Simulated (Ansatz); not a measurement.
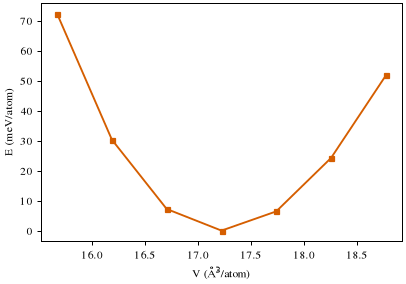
Figure: Hf$_{2}$InC in space group P6_3/mmc (No. 194; Hf on 4f, In on 2d, C on 2a) under volume change, PBEsol in the plane-wave PAW code Ansatz, shape and atoms relaxed at each volume.

### Question
What does a third-order Birch–Murnaghan fit give for V₀, B₀ and B′?

### Answer
V₀ = 17.22 Å³/atom, B₀ = 139 GPa, B′ = 4.6.

The first step of the workflow began from a Materials Project structure, measured or hypothetical; the Crystallography Open Database copy checked does not list it. Whether it is the stable phase at ambient conditions was not checked. The cell was relaxed with PBEsol under the symmetry of its start; of distortions, only those at the zone centre were tested. No spin polarisation was allowed. Scalar-relativistic: spin–orbit coupling is off unless named, which matters more the heavier the elements.

Potentials: the later of the program's two PAW sets.
